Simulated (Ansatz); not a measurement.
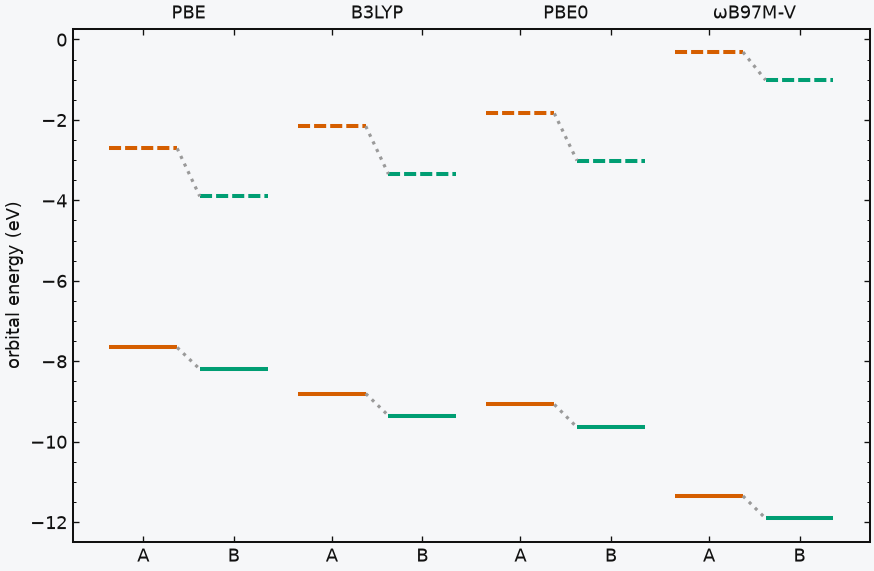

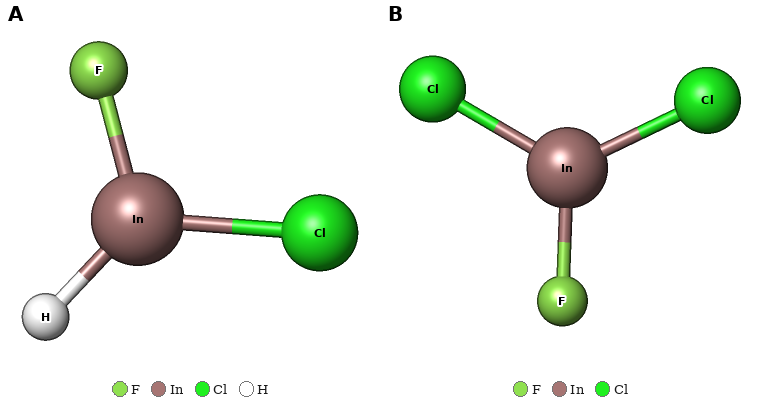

One change: A, InHClF (SMILES [F][InH][Cl]), becomes B, InCl₂F (SMILES [F][In]([Cl])[Cl]). H on In is replaced by Cl. HOMO (solid) and LUMO (dashed) computed in def2-TZVPP at PBE0-D4/def2-TZVP geometries, both minima by their frequencies, gas phase, the Ansatz code 0.2.0.

### What does the change do to HOMO and LUMO?

PBE: the HOMO falls by 0.54 eV, the LUMO falls by 1.19 eV, and the separation goes from 4.95 to 4.30 eV. B3LYP: the HOMO falls by 0.55 eV, the LUMO falls by 1.19 eV, and the separation goes from 6.65 to 6.01 eV. PBE0: the HOMO falls by 0.57 eV, the LUMO falls by 1.17 eV, and the separation goes from 7.24 to 6.63 eV. ωB97M-V: the HOMO falls by 0.56 eV, the LUMO falls by 0.70 eV, and the separation goes from 11.04 to 10.90 eV.

### Do the functionals agree on the effect?

They agree on the direction for both levels; the HOMO shift lies between −0.57 and −0.54 eV and the LUMO shift between −1.19 and −0.70 eV, while the separations themselves differ by up to 6.6 eV between functionals.

Note: core potentials past krypton; spin-orbit coupling is left out, and with In it can shift these values.
